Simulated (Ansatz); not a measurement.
# BH3O: molecular dynamics

The plan is to follow the molecule's vibrations and see whether its bonds hold. The start is relaxed first. Runs: 250 steps of 0.5 fs under a Nosé-Hoover thermostat at 500 K; 40 steps of 2.5 fs under a Langevin thermostat at 300 K. SMILES of the start: BO.

Method: RKS BLYP-D4/def2-SVP, in Ansatz 0.2.0.

### Step 1. The system as given

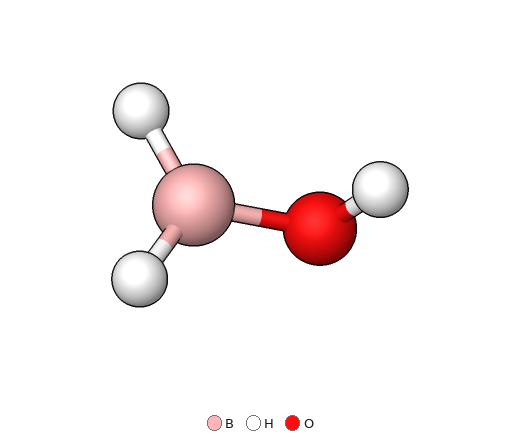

The starting structure, seen from a chosen angle (boron pink, hydrogen white, oxygen red).

Coordinates:

```xyz
5

B     0.0000    0.0000    0.0000
H     0.0000    0.0000    1.1900
O     1.2211    0.0000   -0.7050
H     1.5209   -0.9519   -0.8599
H    -1.0305    0.0000   -0.5950
```

### Step 2. Relaxing the start

The input, input.yaml:

```yaml
crystal:
  periodic: [false, false, false]
  atoms:
    - { symbol: B, position_ang: [0.0, 0.0, 0.0] }
    - { symbol: H, position_ang: [0.0, 0.0, 1.19] }
    - { symbol: O, position_ang: [1.2211, 0.0, -0.705] }
    - { symbol: H, position_ang: [1.5209, -0.9519, -0.8599] }
    - { symbol: H, position_ang: [-1.0305, 0.0, -0.595] }
basis:
  gaussian: { orbitals: def2-SVP }
hamiltonian:
  xc: blyp
  dispersion: d4
relax:
  f_tol: 0.02
  max_steps: 40
```

Started as:

```console
$ ansatz run input.yaml --threads 1 --pin off --max-ram 2048MiB --backend cpu --events-out ev --progress --plain --runs-dir out
```

The program printed, cut to the lines that bear on the results:

```text
Warning: RAYON_NUM_THREADS=1 ignored (pool sized by the plan → 1); use --threads N
[...]
Functional definition: BLYP
[...]
471 factors; their error is unknown
[...]
mean field -2769.18190897 eV, -101.7655581359 hartree, gradient 4.7e-5 eV, S^2 0.000000; 0 other end points of the search recorded, 0 dependent functions left out
[...]
reference -2769.18215726 eV, -101.7655672601 hartree; 8, 8 occupied and 35, 35 virtual orbitals, 471 factors
relax step   1: F+E_penalty+E_count = -2769.25854575 eV  Δ(F+E_penalty+E_count) = +0.000e0 eV  max|allowed force component| = 1.594e0 eV/Å  Δτ_max = 0.0000 Å  (22 SCF iters, accepted)
[...]
relax step   3: F+E_penalty+E_count = -2769.36311308 eV  Δ(F+E_penalty+E_count) = -5.259e-2 eV  max|allowed force component| = 6.694e-1 eV/Å  Δτ_max = 0.0335 Å  (26 SCF iters, accepted)
[...]
relax step   5: F+E_penalty+E_count = -2769.91325255 eV  Δ(F+E_penalty+E_count) = -3.910e-1 eV  max|allowed force component| = 1.141e0 eV/Å  Δτ_max = 0.2000 Å  (29 SCF iters, accepted)
[...]
relax step   7: F+E_penalty+E_count = -2770.01673128 eV  Δ(F+E_penalty+E_count) = -2.394e-2 eV  max|allowed force component| = 5.806e-1 eV/Å  Δτ_max = 0.1474 Å  (29 SCF iters, accepted)
[...]
relax step   9: F+E_penalty+E_count = -2770.05369707 eV  Δ(F+E_penalty+E_count) = -9.454e-4 eV  max|allowed force component| = 2.880e-2 eV/Å  Δτ_max = 0.0150 Å  (25 SCF iters, accepted)
[...]
relax step  10: F+E_penalty+E_count = -2770.05373877 eV  Δ(F+E_penalty+E_count) = -4.170e-5 eV  max|allowed force component| = 1.670e-3 eV/Å  Δτ_max = 0.0021 Å  (20 SCF iters, accepted)
471 factors; their error is unknown
mean field -2769.97694204 eV, -101.7947750622 hartree, gradient 1.4e-5 eV, S^2 0.000000; 1 other end points of the search recorded, 0 dependent functions left out
[...]
reference -2769.97718817 eV, -101.7947841071 hartree; 8, 8 occupied and 35, 35 virtual orbitals, 471 factors
Total energy: -2770.05398490 eV, -101.7976063349 hartree
Atom 0 at    -0.044183    -0.066798    -0.074557 Å, force     0.001670     0.001255    -0.001115 eV/Å
Atom 1 at     0.132202    -0.133413     1.129714 Å, force    -0.000693    -0.000612     0.000819 eV/Å
Atom 2 at     0.946489    -0.378851    -0.949347 Å, force    -0.001551    -0.000783    -0.000982 eV/Å
Atom 3 at     1.776326    -0.650378    -0.511870 Å, force     0.000821     0.000346     0.000856 eV/Å
Atom 4 at    -1.099334     0.277540    -0.563840 Å, force    -0.000247    -0.000207     0.000423 eV/Å
Dipole moment:     0.326686    -0.106556     0.127708 e Å
```

Wall time 9.2 s (1 thread of AMD EPYC 7R43 (Zen 3), shared host); peak memory 0.11 GiB.

The steps of the relaxation:

| step | energy from step 1 (eV) | largest force component (eV/Å) |
| --- | --- | --- |
| 1 | 0.0000 | 1.5938 |
| 2 | -0.0520 | 1.1603 |
| 3 | -0.1046 | 0.6694 |
| 4 | -0.2637 | 2.0383 |
| 5 | -0.6547 | 1.1409 |
| 6 | -0.7342 | 1.0127 |
| 7 | -0.7582 | 0.5806 |
| 8 | -0.7942 | 0.1113 |
| 9 | -0.7952 | 0.0288 |
| 10 | -0.7952 | 0.0017 |

Step 1 is the start.

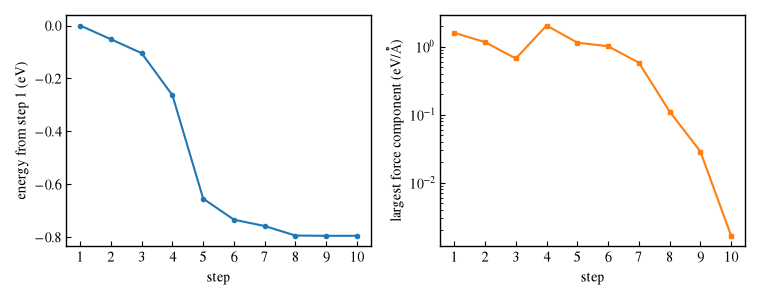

How energy and force went from step to step.

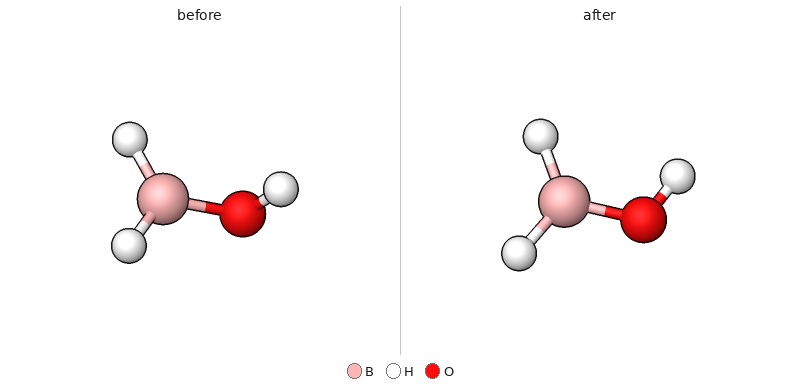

The structure before (left) and after (right), drawn at the same scale.

After: Bond lengths: B1–H2 1.219 Å, B1–O3 1.358 Å, O3–H4 0.977 Å, B1–H5 1.213 Å. Angles: H2–B1–O3 121.2°, H2–B1–H5 122.7°, O3–B1–H5 116.1°, B1–O3–H4 113.3°.

### Step 3. Run 1

250 steps of 0.5 fs under a Nosé-Hoover thermostat at 500 K, from the relaxed start.

The input, input.yaml:

```yaml
crystal:
  periodic: [false, false, false]
  atoms:
    - { symbol: B, position_ang: [-0.044183, -0.066798, -0.074557] }
    - { symbol: H, position_ang: [0.132202, -0.133413, 1.129714] }
    - { symbol: O, position_ang: [0.946489, -0.378851, -0.949347] }
    - { symbol: H, position_ang: [1.776326, -0.650378, -0.51187] }
    - { symbol: H, position_ang: [-1.099334, 0.27754, -0.56384] }
basis:
  gaussian: { orbitals: def2-SVP }
hamiltonian:
  xc: blyp
  dispersion: d4
md:
  timestep: 0.5
  n_steps: 250
  ensemble: nvt_nose_hoover
  temperature: 500.0
  initial_velocities: maxwell_boltzmann
  seed: 297203
  nose_hoover: { tau: 3.0, chain_length: 1 }
```

Started as:

```console
$ ansatz run input.yaml --threads 1 --pin off --max-ram 2048MiB --backend cpu --events-out ev --progress --plain --runs-dir out
```

The program printed, cut to the lines that bear on the results:

```text
Warning: RAYON_NUM_THREADS=1 ignored (pool sized by the plan → 1); use --threads N
[...]
[... 1 set-up line as earlier in the session ...]
[...]
471 factors; their error is unknown
[...]
mean field -2769.97694951 eV, -101.7947753365 hartree, gradient 6.9e-5 eV, S^2 0.000000; 0 other end points of the search recorded, 0 dependent functions left out
[...]
reference -2769.97719436 eV, -101.7947843346 hartree; 8, 8 occupied and 35, 35 virtual orbitals, 471 factors
md step     0: t =     0.00 fs  T =   500.0 K  F+E_penalty+E_count = -2770.05374623 eV  E_kin = 0.193890 eV  conserved = -2769.85985624 eV  (21 SCF iters)
[...]
md step    18: t =     9.00 fs  T =   379.5 K  F+E_penalty+E_count = -2769.74415939 eV  E_kin = 0.147172 eV  conserved = -2769.85846594 eV  (26 SCF iters, 3 dispersion substeps)
[...]
md step    36: t =    18.00 fs  T =    79.2 K  F+E_penalty+E_count = -2769.67989742 eV  E_kin = 0.030695 eV  conserved = -2769.85904937 eV  (24 SCF iters, 3 dispersion substeps)
[...]
md step    54: t =    27.00 fs  T =   475.7 K  F+E_penalty+E_count = -2769.97076868 eV  E_kin = 0.184464 eV  conserved = -2769.85945686 eV  (26 SCF iters, 3 dispersion substeps)
[...]
md step    71: t =    35.50 fs  T =   476.4 K  F+E_penalty+E_count = -2769.97802566 eV  E_kin = 0.184726 eV  conserved = -2769.85978061 eV  (25 SCF iters, 3 dispersion substeps)
md step    72: t =    36.00 fs  T =   529.7 K  F+E_penalty+E_count = -2769.96383844 eV  E_kin = 0.205422 eV  conserved = -2769.85971858 eV  (25 SCF iters, 3 dispersion substeps)
```

### Step 4. More of the same log: dynamics from the start

Output, continued, cut to the lines that bear on the results:

```text
md step    73: t =    36.50 fs  T =   575.4 K  F+E_penalty+E_count = -2769.94384961 eV  E_kin = 0.223123 eV  conserved = -2769.85962548 eV  (25 SCF iters, 3 dispersion substeps)
[...]
md step    95: t =    47.50 fs  T =   586.3 K  F+E_penalty+E_count = -2769.48969887 eV  E_kin = 0.227345 eV  conserved = -2769.85793608 eV  (25 SCF iters, 3 dispersion substeps)
[...]
md step   117: t =    58.50 fs  T =   553.2 K  F+E_penalty+E_count = -2769.97749011 eV  E_kin = 0.214517 eV  conserved = -2769.85984157 eV  (26 SCF iters, 3 dispersion substeps)
[...]
md step   139: t =    69.50 fs  T =   662.6 K  F+E_penalty+E_count = -2769.93342136 eV  E_kin = 0.256949 eV  conserved = -2769.85964839 eV  (25 SCF iters, 3 dispersion substeps)
[...]
md step   161: t =    80.50 fs  T =   317.9 K  F+E_penalty+E_count = -2769.58381550 eV  E_kin = 0.123259 eV  conserved = -2769.85849256 eV  (26 SCF iters, 3 dispersion substeps)
md step   162: t =    81.00 fs  T =   435.4 K  F+E_penalty+E_count = -2769.59623482 eV  E_kin = 0.168843 eV  conserved = -2769.85845687 eV  (26 SCF iters, 3 dispersion substeps)
md step   163: t =    81.50 fs  T =   614.6 K  F+E_penalty+E_count = -2769.61837141 eV  E_kin = 0.238345 eV  conserved = -2769.85851103 eV  (25 SCF iters, 3 dispersion substeps)
```

### Step 5. The output, continued: dynamics from the start

The log, continued, cut to the lines that bear on the results:

```text
md step   164: t =    82.00 fs  T =   856.7 K  F+E_penalty+E_count = -2769.64977177 eV  E_kin = 0.332206 eV  conserved = -2769.85865931 eV  (25 SCF iters, 3 dispersion substeps)
[...]
md step   183: t =    91.50 fs  T =   253.5 K  F+E_penalty+E_count = -2769.96704284 eV  E_kin = 0.098295 eV  conserved = -2769.86005579 eV  (26 SCF iters, 3 dispersion substeps)
[...]
md step   202: t =   101.00 fs  T =   359.1 K  F+E_penalty+E_count = -2769.86810913 eV  E_kin = 0.139256 eV  conserved = -2769.85963287 eV  (25 SCF iters, 3 dispersion substeps)
[...]
md step   221: t =   110.50 fs  T =   706.1 K  F+E_penalty+E_count = -2769.67061246 eV  E_kin = 0.273823 eV  conserved = -2769.85919940 eV  (27 SCF iters, 3 dispersion substeps)
[...]
md step   249: t =   124.50 fs  T =   407.2 K  F+E_penalty+E_count = -2769.95784652 eV  E_kin = 0.157898 eV  conserved = -2769.85998134 eV  (26 SCF iters, 3 dispersion substeps)
[...]
md step   250: t =   125.00 fs  T =   376.2 K  F+E_penalty+E_count = -2769.96397050 eV  E_kin = 0.145871 eV  conserved = -2769.85996917 eV  (23 SCF iters, 3 dispersion substeps)
Total energy: -2769.96421685 eV, -101.7943074199 hartree
Atom 0 at    -0.043630    -0.028265    -0.057424 Å, force     0.301974    -0.984555    -1.320978 eV/Å
Atom 1 at     0.186650    -0.146320     1.129432 Å, force    -0.243958     0.382273     0.115727 eV/Å
Atom 2 at     0.941315    -0.402068    -0.952123 Å, force    -0.486589     0.507723     0.309104 eV/Å
Atom 3 at     1.808454    -0.609965    -0.558044 Å, force    -0.011237    -0.057350     0.175444 eV/Å
Atom 4 at    -1.109713     0.205292    -0.657061 Å, force     0.439809     0.151909     0.720703 eV/Å
Dipole moment:     0.332041    -0.058207     0.143441 e Å
```

Wall time 2.6 min (1 thread of AMD EPYC 7R43 (Zen 3), shared host); peak memory 0.1 GiB.

### Step 6. The trajectory

One step in 13; energies are changes from step 0:

| time (fs) | T (K) | potential energy change (meV/atom) | conserved energy change (meV/atom) |
| --- | --- | --- | --- |
| 0.0 | 500 | 0.0 | 0.00 |
| 6.5 | 218 | 41.9 | 0.13 |
| 13.0 | 1347 | 77.9 | 0.44 |
| 19.5 | 162 | 66.7 | 0.12 |
| 26.0 | 647 | 18.5 | 0.07 |
| 32.5 | 240 | 11.2 | 0.03 |
| 39.0 | 548 | 57.5 | 0.20 |
| 45.5 | 631 | 109.6 | 0.36 |
| 52.0 | 400 | 92.7 | 0.23 |
| 58.5 | 553 | 15.3 | 0.00 |
| 65.0 | 214 | 7.4 | -0.03 |
| 71.5 | 1182 | 39.8 | 0.05 |
| 78.0 | 212 | 88.7 | 0.14 |
| 84.5 | 1197 | 50.9 | 0.08 |
| 91.0 | 241 | 19.5 | -0.03 |
| 97.5 | 647 | 9.6 | -0.06 |
| 104.0 | 307 | 54.1 | 0.07 |
| 110.5 | 706 | 76.6 | 0.13 |
| 117.0 | 529 | 62.1 | 0.09 |
| 123.5 | 477 | 22.9 | -0.01 |
| 125.0 | 376 | 18.0 | -0.02 |

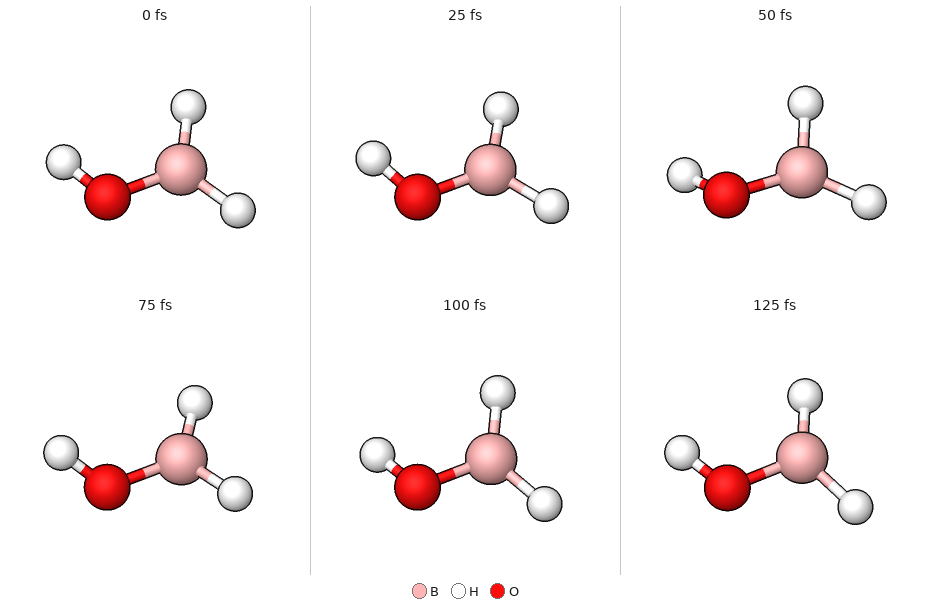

The system at six times, viewed from a chosen angle. Sticks join atoms within a bonding distance in each frame.

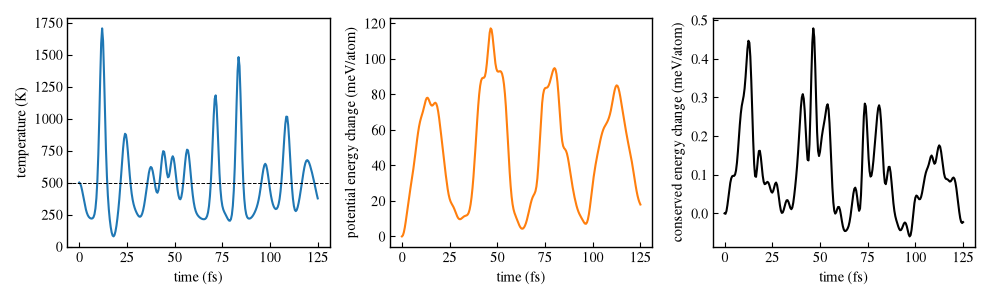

Traces against time; each panel has its own scale. The dashed line is the set temperature.

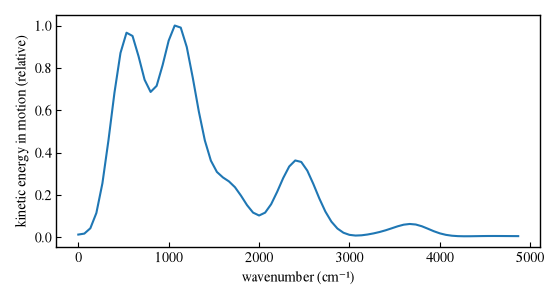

Power spectrum of the mass-weighted velocities; a run of 125 fs resolves no finer than about 530 cm⁻¹.

Maxima of the velocity power spectrum (cm⁻¹, relative height; resolution about 530 cm⁻¹): 530 (97), 1070 (100), 2400 (36).

### Step 7. Snapshots as a file

Positions (Å) and forces (eV/Å):

```xyz
5
time_fs=15.5 T=291 dE=0.3685
B    -0.083   -0.058   -0.073    1.955   -0.435   -0.147
H     0.189   -0.304    1.117   -0.527    0.392   -0.288
O     0.964   -0.415   -0.953   -0.961    1.350    0.549
H     1.842   -0.240   -0.532   -0.530   -0.759   -0.060
H    -1.080    0.515   -0.488    0.063   -0.548   -0.054
5
time_fs=31.0 T=240 dE=0.0494
B    -0.024   -0.073   -0.074   -1.344    0.156    0.162
H     0.049   -0.137    1.125    0.373   -0.057    0.333
O     0.937   -0.369   -0.947    1.426   -0.513   -0.245
H     1.768   -0.689   -0.523   -0.267    0.209   -0.223
H    -1.075    0.224   -0.590   -0.187    0.204   -0.027
5
time_fs=47.0 T=547 dE=0.5819
B    -0.100   -0.084   -0.072    2.011    0.101   -2.267
H     0.275    0.023    0.991    0.125   -0.218    2.578
O     0.996   -0.349   -0.950   -2.819   -0.023   -0.153
H     1.584   -1.006   -0.560    0.702    0.133    0.461
H    -1.226    0.192   -0.385   -0.019    0.008   -0.619
5
time_fs=62.5 T=237 dE=0.0229
B    -0.040   -0.066   -0.069   -0.429   -0.212   -0.819
H     0.131   -0.188    1.107    0.050    0.074    0.553
O     0.946   -0.372   -0.952   -0.064    0.070    0.085
H     1.741   -0.670   -0.481    0.363   -0.067   -0.023
H    -1.099    0.240   -0.589    0.079    0.135    0.203
5
time_fs=78.0 T=212 dE=0.4433
B    -0.050   -0.084   -0.072    0.068    0.942    0.708
H    -0.040   -0.188    1.183    0.354   -0.184   -0.752
O     0.946   -0.406   -0.937    0.027    0.476   -0.477
H     1.897   -0.243   -0.791   -0.208   -0.620    0.576
H    -0.982    0.542   -0.565   -0.241   -0.614   -0.055
5
time_fs=94.0 T=364 dE=0.0530
B    -0.046   -0.047   -0.080    0.527   -0.874    0.771
H     0.181   -0.210    1.147   -0.254    0.389   -0.639
O     0.947   -0.389   -0.953    0.221    0.271    0.386
H     1.774   -0.605   -0.457   -0.389    0.009   -0.381
H    -1.124    0.246   -0.526   -0.105    0.206   -0.136
5
time_fs=109.5 T=950 dE=0.3543
B    -0.032   -0.090   -0.081   -1.274    1.612    1.488
H     0.048    0.153    1.151    0.405   -0.804   -0.529
O     0.949   -0.361   -0.932    0.112   -0.805   -1.384
H     1.717   -0.921   -0.764    0.454    0.225    0.639
H    -1.128    0.236   -0.541    0.303   -0.228   -0.214
5
time_fs=125.0 T=376 dE=0.0898
B    -0.044   -0.028   -0.057    0.302   -0.985   -1.321
H     0.187   -0.146    1.129   -0.244    0.382    0.116
O     0.941   -0.402   -0.952   -0.487    0.508    0.309
H     1.808   -0.610   -0.558   -0.011   -0.057    0.175
H    -1.110    0.205   -0.657    0.440    0.152    0.721
```

On run 1: Against a set 500 K the second half averages 502 K with a spread of 288 K. A thermostat time of 3 fs is as short as the fastest vibrations or shorter, so the thermostat can drive swings of its own. The conserved energy strays from its start by at most 0.48 meV/atom, 1.2 % of the mean kinetic energy, so a step of 0.5 fs is short enough over this time. No bond forms or breaks.

### Step 8. Run 2

40 steps of 2.5 fs under a Langevin thermostat at 300 K, from the relaxed start.

input.yaml: that of step 3 with these lines changed.

```diff
@@ -14,8 +14,8 @@
 md:
-  timestep: 0.5
-  n_steps: 250
-  ensemble: nvt_nose_hoover
-  temperature: 500.0
+  timestep: 2.5
+  n_steps: 40
+  ensemble: nvt_langevin
+  temperature: 300.0
   initial_velocities: maxwell_boltzmann
-  seed: 297203
-  nose_hoover: { tau: 3.0, chain_length: 1 }
+  seed: 492111
+  friction: 0.02
```

Started as:

```console
$ ansatz run input.yaml --threads 1 --pin off --max-ram 2048MiB --backend cpu --events-out ev --progress --plain --runs-dir out
```

The program printed, cut to the lines that bear on the results:

```text
Warning: RAYON_NUM_THREADS=1 ignored (pool sized by the plan → 1); use --threads N
[...]
[... 1 set-up line as earlier in the session ...]
[...]
471 factors; their error is unknown
[...]
mean field -2769.97694951 eV, -101.7947753365 hartree, gradient 6.9e-5 eV, S^2 0.000000; 0 other end points of the search recorded, 0 dependent functions left out
[...]
reference -2769.97719436 eV, -101.7947843346 hartree; 8, 8 occupied and 35, 35 virtual orbitals, 471 factors
md step     0: t =     0.00 fs  T =   240.0 K  F+E_penalty+E_count = -2770.05374623 eV  E_kin = 0.155112 eV  (21 SCF iters)
[...]
md step    10: t =    25.00 fs  T =   550.1 K  F+E_penalty+E_count = -2769.80825484 eV  E_kin = 0.355516 eV  (29 SCF iters, 7 dispersion substeps)
[...]
md step    20: t =    50.00 fs  T =   677.1 K  F+E_penalty+E_count = -2769.98275702 eV  E_kin = 0.437600 eV  (26 SCF iters, 13 dispersion substeps)
[...]
md step    30: t =    75.00 fs  T = 153716.6 K  F+E_penalty+E_count = -2764.18210869 eV  E_kin = 99.347039 eV  (45 SCF iters, 33 dispersion substeps)
[...]
md step    39: t =    97.50 fs  T = 63556.0 K  F+E_penalty+E_count = -2764.20864039 eV  E_kin = 41.076221 eV  (31 SCF iters, 49 dispersion substeps)
[...]
md step    40: t =   100.00 fs  T = 57962.2 K  F+E_penalty+E_count = -2764.18169688 eV  E_kin = 37.460961 eV  (72 SCF iters, 49 dispersion substeps)
Total energy: -2764.18213052 eV, -101.5818196667 hartree
Atom 0 at    -0.494989    -0.128235    -0.286821 Å, force    -1.913421    -0.983186     2.748613 eV/Å
Atom 1 at     0.098591    -0.199479     0.816234 Å, force     0.093346    -0.000789    -0.082097 eV/Å
Atom 2 at    -0.042972     0.244138    -1.367292 Å, force     0.437582     0.487766    -1.801897 eV/Å
Atom 3 at    21.782321    -0.304500    21.902332 Å, force     0.000001     0.000001    -0.000003 eV/Å
Atom 4 at    -1.781431    -0.543868     0.160779 Å, force     1.382492     0.496209    -0.864617 eV/Å
Dipole moment:    -0.069368    -0.115408     0.400937 e Å
```

Run time: 28 s. Hardware: 1 thread of AMD EPYC 7R43 (Zen 3), shared host; peak memory 0.1 GiB.

### Step 9. What the atoms did

One step in 3; energies are changes from step 0:

| time (fs) | T (K) | potential energy change (meV/atom) |
| --- | --- | --- |
| 0.0 | 240 | 0.0 |
| 7.5 | 130 | 15.3 |
| 15.0 | 211 | 25.7 |
| 22.5 | 515 | 175.5 |
| 30.0 | 406 | 91.8 |
| 37.5 | 2339 | 363.5 |
| 45.0 | 2246 | 355.2 |
| 52.5 | 527 | 101.6 |
| 60.0 | 3091 | 464.3 |
| 67.5 | 1396 | 613.1 |
| 75.0 | 153717 | 1174.3 |
| 82.5 | 111451 | 1296.4 |
| 90.0 | 84551 | 1230.4 |
| 97.5 | 63556 | 1169.0 |
| 100.0 | 57962 | 1174.4 |

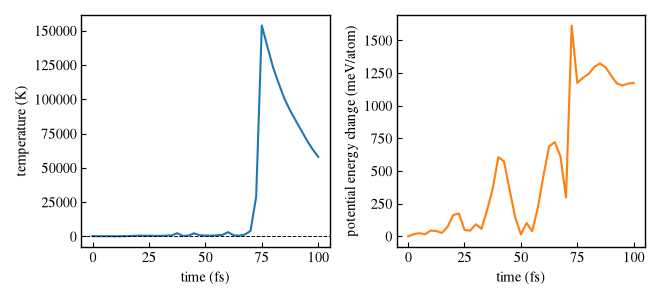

Traces against time; each panel has its own scale. The dashed line is the set temperature.

Bonds that form or break, judged by distance (formed within 1.15 times the sum of covalent radii and held on average over 10 fs, broken when stretched by half; pairs already stretched at the start don't count as bonds):

| time (fs) | bond | event |
| --- | --- | --- |
| 62.5 | O3–H4 | breaks |

On run 2: The temperature runs away to 153717 K: the integration has become unstable, and nothing after that is physical.

### Step 10. Results

```
                                     quantity                                     value
                      relaxation of the start                   9 moves, 0.795 eV lower
                                run 1: length                       250 steps of 0.5 fs
      run 1: temperature, first and last step                             500 and 376 K
              run 1: temperature, second half            mean 502 K, from 201 to 1481 K
         run 1: potential energy, second half   +47 meV/atom from this run's first step
run 1: largest change of the conserved energy                             0.48 meV/atom
                run 1: bonds formed or broken                                         0
                                run 2: length                        40 steps of 2.5 fs
      run 2: temperature, first and last step                           240 and 57962 K
              run 2: temperature, second half        mean 53051 K, from 527 to 153717 K
         run 2: potential energy, second half  +867 meV/atom from this run's first step
                run 2: bonds formed or broken                                         1
```

In words: Mean temperatures of the second halves: 502 K, none that means anything (unstable run). Bonds changed in run 2 (an artefact of the unstable or too long step). Averages from a run of 100 fs with 5 atoms are rough. The nuclei move classically, without zero-point motion, which matters most for hydrogen.
